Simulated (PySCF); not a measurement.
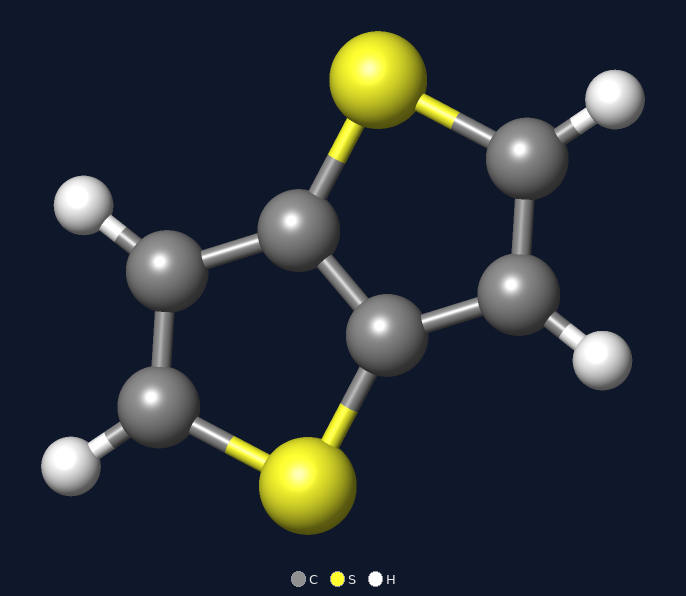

The geometry was computed by an optimisation with PBE0-D3(BJ)/def2-SVP. No frequency run is at hand to confirm it as a minimum.

Give the structural formula.

SMILES: c1cc2sccc2s1

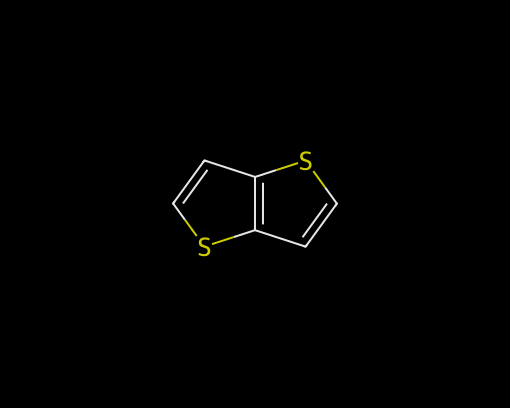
